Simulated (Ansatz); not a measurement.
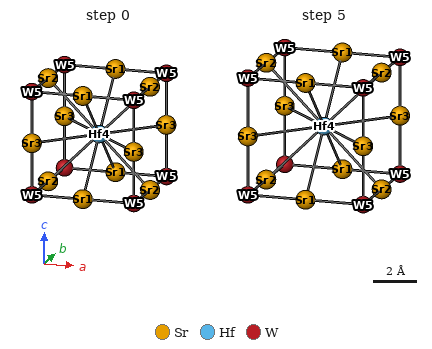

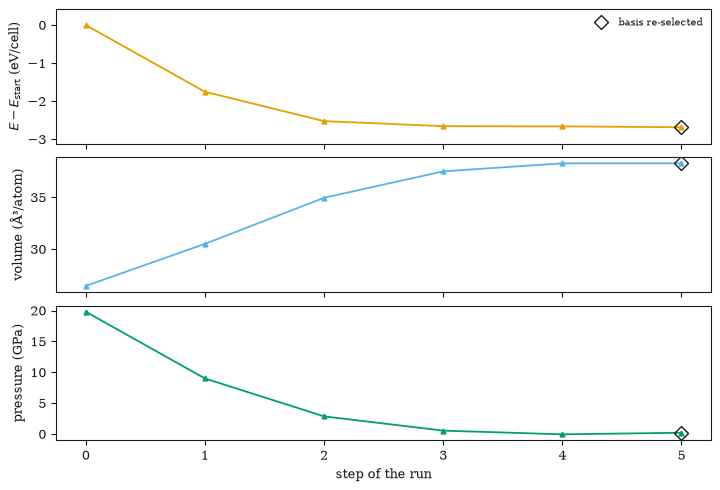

First and last geometry of a relaxation of crystalline Sr$_{3}$HfW (a generated structure, set up in Pm-3m) (coarse preliminary run), with the history of the run. Style: ball-and-stick. Shown: the cell of the calculation, slightly off an axis.

Level of theory: DFT PBE, scalar-relativistic, plane waves, PAW (Ansatz 0.2.0). Settings: plane-wave cutoff 420 eV; k-point mesh 4 × 4 × 4; occupations gaussian; smearing width 0.1 eV; no spin polarisation; cell and atoms relaxed; force threshold 0.04 eV/Å; at most 70 steps.

**Did the run converge, and what did it change?**

It converged. Over 4 accepted moves (5 points after the start) the energy falls by 2.681 eV per cell of the calculation. All forces vanish by symmetry, so only the cell relaxes. Pressure: 19.81 GPa at the start and 0.22 GPa at the end. The SCF was repeated once at an unchanged geometry on a basis and grid sized afresh for the cell, which shifted the energy by 22.6 meV per cell of the calculation at most. No atom moves by more than 0.005 Å relative to the cell. The volume changes by +44.8 %, with a = b = c 5.095 → 5.763 Å (+13.1 %). Some distances before and after: Sr1–Hf4 3.603 → 4.075 Å, Sr1–W5 2.547 → 2.882 Å. The space group stays Pm-3m (No. 221). Cost: 23 s on 1 thread of Arm Neoverse V2 (shared host), peak memory 0.45 GiB.

| step | E − E(0), meV/atom | pressure, GPa | volume, Å³/atom | note |
| --- | --- | --- | --- | --- |
| 0 | 0.00 | 19.81 | 26.450 |  |
| 1 | -350.01 | 9.00 | 30.510 |  |
| 2 | -504.24 | 2.87 | 34.962 |  |
| 3 | -530.57 | 0.55 | 37.513 |  |
| 4 | -531.73 | -0.05 | 38.290 |  |
| 5 | -536.24 | 0.22 | 38.290 | same geometry, new basis |
